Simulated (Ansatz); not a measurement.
**BHLYP-D4/DZP (Dunning-Hay) (accuracy low, nuclear model gaussian, paw set gaussian, start density atoms) run of C4H11Al (AlEt2H)**

Aim: the energy change on altering one bond length of C4H11Al (AlEt2H) at BHLYP-D4/DZP (Dunning-Hay) (accuracy low, nuclear model gaussian, paw set gaussian, start density atoms), from 2 runs. 

The calculation is run with Ansatz 0.2.0.

5 further runs of the same task are left out: 1 that didn't finish, 4 set aside as unsound or not needed.

### Step 1. Starting point

C4H11Al: 16 atoms, total charge 0, spin state singlet. As SMILES, `[H][Al]([CH2]C)[CH2]C`. Geometry: a GFN2-xTB relaxation, a rough one for these elements and not checked as a minimum. This is one conformer, not always the lowest.

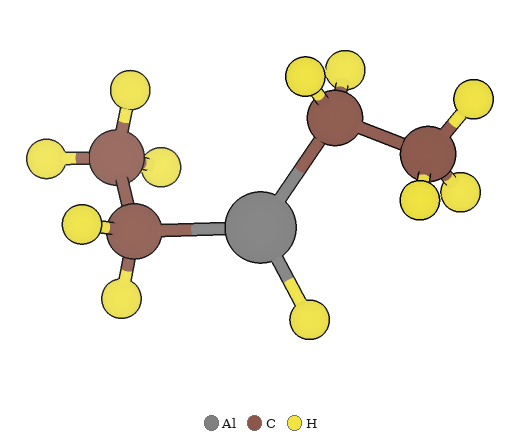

The structure, seen from a chosen angle (aluminium grey, carbon brown, hydrogen yellow).

### Step 2. Energy and gradient at BHLYP-D4/DZP (Dunning-Hay) (accuracy low, nuclear model gaussian, paw set gaussian, start density atoms)

job.yaml

```yaml
crystal:
  periodic: [false, false, false]
  atoms:
    - {symbol: Al, position_ang: [-0.134440, -0.598240, -0.557360]}
    - {symbol: C, position_ang: [1.692650, -1.183940, 0.024960]}
    - {symbol: C, position_ang: [2.077720, -0.665140, 1.424340]}
    - {symbol: H, position_ang: [2.477270, -0.866520, -0.680020]}
    - {symbol: H, position_ang: [1.745690, -2.284830, 0.025160]}
    - {symbol: H, position_ang: [3.095470, -0.951840, 1.691930]}
    - {symbol: H, position_ang: [2.012070, 0.422630, 1.463170]}
    - {symbol: H, position_ang: [1.402160, -1.064690, 2.180760]}
    - {symbol: C, position_ang: [-1.005550, 1.189520, -0.297070]}
    - {symbol: C, position_ang: [-2.427220, 1.065200, -0.875570]}
    - {symbol: H, position_ang: [-0.485800, 2.015510, -0.804190]}
    - {symbol: H, position_ang: [-1.073840, 1.505710, 0.754180]}
    - {symbol: H, position_ang: [-2.983150, 1.999760, -0.795000]}
    - {symbol: H, position_ang: [-2.385960, 0.779420, -1.928110]}
    - {symbol: H, position_ang: [-2.984000, 0.287940, -0.350340]}
    - {symbol: H, position_ang: [-1.023060, -1.650470, -1.276850]}
basis:
  gaussian:
    orbitals: DZP__Dunning-Hay_.json
    nuclear_model: gaussian
    symmetry_tolerance_ang: 0.05
hamiltonian:
  xc: {name: BHLYP}
  dispersion: d4
accuracy: low
scf:
  lower_state_search: "off"
output: {forces: true, orbitals: {seedname: orbitals}}
```

The basis set DZP (Dunning-Hay) is read from a file made from the Basis Set Exchange's data (not shown).

Run with:

```console
ansatz run job.yaml --threads 1 --pin off --max-ram 3480MiB --events-out events.jsonl --progress --plain --runs-dir runs
```

What it wrote, shortened:

```text
Warning: RAYON_NUM_THREADS=1 ignored (pool sized by the plan → 1); use --threads N
Functional definition: BHLYP
  name "BHLYP"
[...]
1255 factors; integrals over basis functions are off by at most 1.3e-3 eV
[...]
mean field -10921.99942676 eV, -401.3760757365 hartree, gradient 3.3e-6 eV, S^2 0.000000; 0 other end points of the search recorded, 0 dependent functions left out
[...]
reference -10921.99961605 eV, -401.3760826925 hartree; 24, 24 occupied and 114, 114 virtual orbitals, 1255 factors
Total energy: -10922.33221579 eV, -401.3883055078 hartree
Atom 0 at    -0.134440    -0.598240    -0.557360 Å, force     0.675462     0.450324     0.341874 eV/Å
Atom 1 at     1.692650    -1.183940     0.024960 Å, force    -0.123672     0.005646    -0.103521 eV/Å
Atom 2 at     2.077720    -0.665140     1.424340 Å, force    -0.079264     0.010146    -0.174059 eV/Å
Atom 3 at     2.477270    -0.866520    -0.680020 Å, force    -0.335754    -0.038346     0.055675 eV/Å
Atom 4 at     1.745690    -2.284830     0.025160 Å, force    -0.108013     0.347908    -0.068000 eV/Å
Atom 5 at     3.095470    -0.951840     1.691930 Å, force    -0.087290     0.031349     0.071856 eV/Å
Atom 6 at     2.012070     0.422630     1.463170 Å, force     0.053739    -0.044562     0.097758 eV/Å
Atom 7 at     1.402160    -1.064690     2.180760 Å, force     0.095570     0.055277     0.087640 eV/Å
Atom 8 at    -1.005550     1.189520    -0.297070 Å, force     0.179935    -0.186629     0.030519 eV/Å
Atom 9 at    -2.427220     1.065200    -0.875570 Å, force     0.079098     0.041586     0.027588 eV/Å
Atom 10 at    -0.485800     2.015510    -0.804190 Å, force     0.024125    -0.310494     0.120685 eV/Å
Atom 11 at    -1.073840     1.505710     0.754180 Å, force     0.146765    -0.192583    -0.230515 eV/Å
Atom 12 at    -2.983150     1.999760    -0.795000 Å, force    -0.033208    -0.074406    -0.032750 eV/Å
Atom 13 at    -2.385960     0.779420    -1.928110 Å, force    -0.158764     0.052443     0.077579 eV/Å
Atom 14 at    -2.984000     0.287940    -0.350340 Å, force    -0.094651     0.094819    -0.109176 eV/Å
Atom 15 at    -1.023060    -1.650470    -1.276850 Å, force    -0.234077    -0.242477    -0.193152 eV/Å
Dipole moment:     0.076350     0.093638     0.049816 e Å
Checks for a lower state left out: stability, starts, cluster_reference, orbital_swaps, neighbouring_geometries, increment
```

Run time: 4.8 s. Hardware: 1 thread of Intel Xeon at 2.70GHz, shared host.

### Step 3. The distorted shape, same level

job.yaml

```yaml
crystal:
  periodic: [false, false, false]
  atoms:
    - {symbol: Al, position_ang: [-0.212910, -0.629985, -0.486855]}
    - {symbol: C, position_ang: [1.614180, -1.215685, 0.095465]}
    - {symbol: C, position_ang: [1.999250, -0.696885, 1.494845]}
    - {symbol: H, position_ang: [2.477270, -0.866520, -0.680020]}
    - {symbol: H, position_ang: [1.667220, -2.316575, 0.095665]}
    - {symbol: H, position_ang: [3.017000, -0.983585, 1.762435]}
    - {symbol: H, position_ang: [1.933600, 0.390885, 1.533675]}
    - {symbol: H, position_ang: [1.323690, -1.096435, 2.251265]}
    - {symbol: C, position_ang: [-1.084020, 1.157775, -0.226565]}
    - {symbol: C, position_ang: [-2.505690, 1.033455, -0.805065]}
    - {symbol: H, position_ang: [-0.564270, 1.983765, -0.733685]}
    - {symbol: H, position_ang: [-1.152310, 1.473965, 0.824685]}
    - {symbol: H, position_ang: [-3.061620, 1.968015, -0.724495]}
    - {symbol: H, position_ang: [-2.464430, 0.747675, -1.857605]}
    - {symbol: H, position_ang: [-3.062470, 0.256195, -0.279835]}
    - {symbol: H, position_ang: [-1.101530, -1.682215, -1.206345]}
basis:
  gaussian:
    orbitals: DZP__Dunning-Hay_.json
    nuclear_model: gaussian
    symmetry_tolerance_ang: 0.05
hamiltonian:
  xc: {name: BHLYP}
  dispersion: d4
accuracy: low
scf:
  lower_state_search: "off"
output: {forces: true, orbitals: {seedname: orbitals}}
```

The basis set DZP (Dunning-Hay) is read from a file made from the Basis Set Exchange's data (not shown).

Run with:

```console
ansatz run job.yaml --threads 1 --pin off --max-ram 3480MiB --events-out events.jsonl --progress --plain --runs-dir runs
```

What it wrote, shortened:

```text
Warning: RAYON_NUM_THREADS=1 ignored (pool sized by the plan → 1); use --threads N
[... 2 set-up lines as earlier in the session ...]
[...]
1254 factors; integrals over basis functions are off by at most 1.3e-3 eV
[...]
mean field -10921.81038100 eV, -401.3691284326 hartree, gradient 9.5e-7 eV, S^2 0.000000; 0 other end points of the search recorded, 0 dependent functions left out
[...]
reference -10921.81057066 eV, -401.3691354026 hartree; 24, 24 occupied and 114, 114 virtual orbitals, 1254 factors
Total energy: -10922.14329798 eV, -401.3813629062 hartree
Atom 0 at    -0.212910    -0.629985    -0.486855 Å, force     0.711530     0.481987     0.292430 eV/Å
Atom 1 at     1.614180    -1.215685     0.095465 Å, force     1.493407     0.704728    -1.558048 eV/Å
Atom 2 at     1.999250    -0.696885     1.494845 Å, force     0.019268     0.044146    -0.252236 eV/Å
[...]
Atom 7 at     1.323690    -1.096435     2.251265 Å, force     0.072447     0.034390     0.070450 eV/Å
Atom 8 at    -1.084020     1.157775    -0.226565 Å, force     0.183212    -0.186140     0.035587 eV/Å
Atom 9 at    -2.505690     1.033455    -0.805065 Å, force     0.080070     0.038211     0.027636 eV/Å
Atom 10 at    -0.564270     1.983765    -0.733685 Å, force     0.025146    -0.313224     0.121033 eV/Å
Atom 11 at    -1.152310     1.473965     0.824685 Å, force     0.145462    -0.191731    -0.230891 eV/Å
Atom 12 at    -3.061620     1.968015    -0.724495 Å, force    -0.032057    -0.074826    -0.032529 eV/Å
Atom 13 at    -2.464430     0.747675    -1.857605 Å, force    -0.158721     0.052731     0.077496 eV/Å
Atom 14 at    -3.062470     0.256195    -0.279835 Å, force    -0.095372     0.094831    -0.109021 eV/Å
Atom 15 at    -1.101530    -1.682215    -1.206345 Å, force    -0.225970    -0.246363    -0.187277 eV/Å
Dipole moment:     0.060316     0.090059     0.066487 e Å
Checks for a lower state left out: stability, starts, cluster_reference, orbital_swaps, neighbouring_geometries, increment
```

Wall time 5.4 s (1 thread of Intel Xeon at 2.70GHz, shared host).

### Step 4. Summary of results

At BHLYP-D4/DZP (Dunning-Hay) (accuracy low, nuclear model gaussian, paw set gaussian, start density atoms):

| quantity | value |
| --- | --- |
| first shape: total energy | -401.38831 Eh |
| first shape: dipole moment | 0.63 D |
| first shape: HOMO energy | -8.12 eV |
| first shape: LUMO energy | -0.08 eV |
| first shape: HOMO–LUMO gap | 8.05 eV |
| first shape: dispersion energy | -32.09 kJ/mol |
| first shape: largest force on an atom | 0.881 eV/Å |
| distorted shape: total energy | -401.38136 Eh |
| distorted shape: dipole moment | 0.61 D |
| distorted shape: HOMO energy | -8.14 eV |
| distorted shape: LUMO energy | -0.08 eV |
| distorted shape: HOMO–LUMO gap | 8.06 eV |
| distorted shape: dispersion energy | -32.10 kJ/mol |
| distorted shape: largest force on an atom | 2.860 eV/Å |
| energy change with the C2–H4 bond stretched from 1.102 to 1.212 Å | 0.189 eV |

What this shows: With the C2–H4 bond stretched from 1.102 to 1.212 Å the energy rises by 0.19 eV (4.4 kcal/mol). The first shape isn't relaxed at this level, so the change isn't measured from a minimum. The largest force (first shape) is 0.88 eV/Å: the shape isn't a stationary point for this species at this level. Mulliken charges (first shape) run from -0.68 on C9 to +0.91 on Al1; they depend strongly on the basis. The accuracy setting (first shape) is loose, so the last digits carry no meaning. The accuracy setting (distorted shape) is loose, so the last digits carry no meaning.
